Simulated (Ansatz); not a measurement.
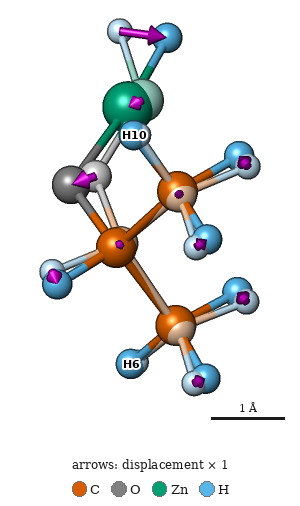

A relaxation of C$_{3}$H$_{8}$OZn. The starting structure is drawn faded, the final one solid; purple arrows show the displacements, at their true length. The two geometries are superimposed by the best rigid fit.

A ball-and-stick model, seen from a free direction.

The start comes from GFN2-xTB.

Method: RKS PBE0-D4/def2-TZVP (Ansatz 0.2.0). Settings: force threshold 0.005 eV/Å; at most 150 steps.

**Atoms of which element are displaced furthest, and by how much?**

Hydrogen: up to 0.67 Å, against 0.37 Å for oxygen.

**What happened in the run?**

Over 8 accepted moves (9 points after the start) the energy falls by 7.84 kcal/mol. The largest force component goes from 1.5 to 0.0026 eV/Å. The line search rejected the trial step at point 7 of the run. The atom that moves furthest after the best rigid fit is an H atom (0.67 Å). Largest moves by element: H 0.67 Å, O 0.37 Å, Zn 0.24 Å, C 0.10 Å. Some distances before and after: O–Zn 1.701 → 1.776 Å, H–Zn 1.461 → 1.515 Å, C–C 1.531 → 1.519 Å, C–O 1.389 → 1.400 Å. Bond angles that change, for instance: O–Zn–H 146.0° → 174.6°, C–O–Zn 143.3° → 127.7°.
